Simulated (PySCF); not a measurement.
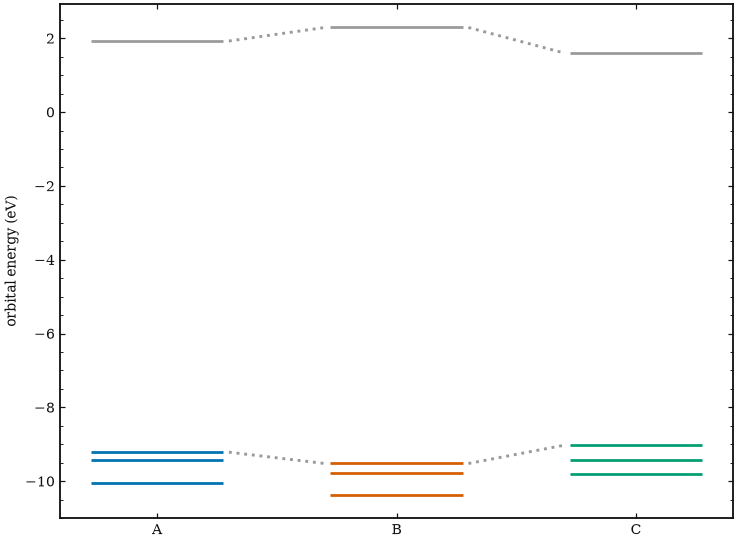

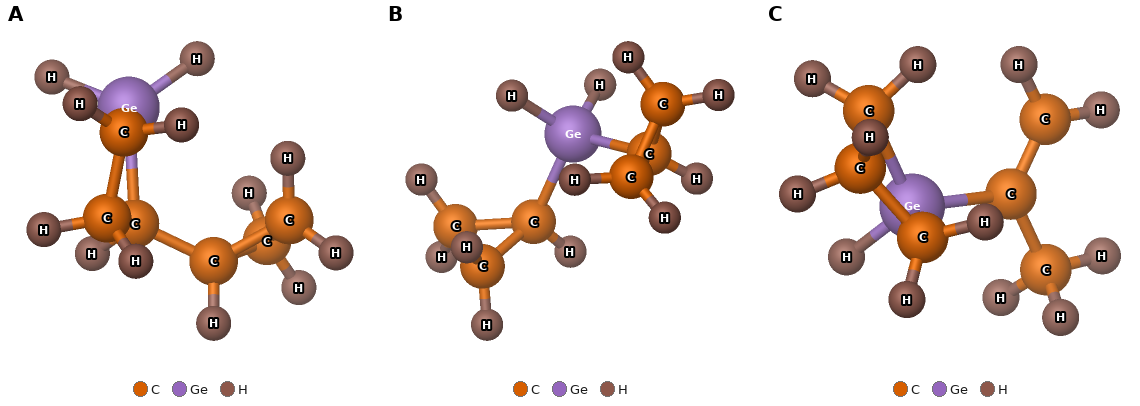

Related molecules: A is C₆H₁₂Ge, SMILES [CH2]1C[C@H](C2CC2)[GeH2]1, singlet; B is C₆H₁₂Ge, SMILES C1C[CH]1[GeH2][CH]1CC1, singlet; C is C₆H₁₂Ge, SMILES C=[C](C)[GeH]1[CH2]C[CH2]1, singlet. Frontier orbital energies, ωB97X-D/def2-SVPD, PySCF 2.14.0, at a PBE0-D3(BJ)/def2-SVP geometry (no frequency check); drawn are at most three filled levels and, in grey, the LUMO with any level within 0.03 eV of it; dotted lines join the HOMOs and the LUMOs.

What does the change do to the frontier levels?

From A to B the HOMO falls by 0.31 eV and the LUMO rises by 0.37 eV, so the separation goes from 11.14 to 11.81 eV. From A to C the HOMO rises by 0.19 eV and the LUMO falls by 0.32 eV, so the separation goes from 11.14 to 10.63 eV.

Does the ΔSCF ionisation energy follow the HOMO?

A: −ε(HOMO) 9.22, ΔSCF 9.29 eV; B: −ε(HOMO) 9.52, ΔSCF 9.61 eV; C: −ε(HOMO) 9.03, ΔSCF 9.11 eV.

Limits of at least one run: empty levels above zero depend strongly on the basis; one conformer of a flexible molecule.
